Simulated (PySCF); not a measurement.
Vertical excitations of a molecule C3H6F2Si from TDA-LC-ωPBE/def2-SVPD (PySCF), as energy in eV (oscillator strength): 7.44 (0.407), 7.89 (0.050), 8.31 (0.004), 8.47 (0.051), 8.67 (0.005), 8.92 (0.102), 9.02 (0.102), 9.16 (0.008), 9.60 (0.007), 9.72 (0.028). Lowest triplet (TDA): 4.09 eV. The structure is a stationary point at B3LYP-D3(BJ)/def2-SVP. The values are those of a single conformer.

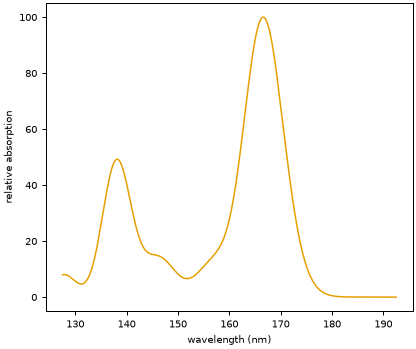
The lines broadened by 0.4 eV.

Identify the compound among the candidates.
A. F[Si]1(F)CCC1
B. C/C(=C\F)[SiH2]F
C. F/C=C(/F)C[SiH3]
D. C=CC[SiH](F)F

D, C=CC[SiH](F)F
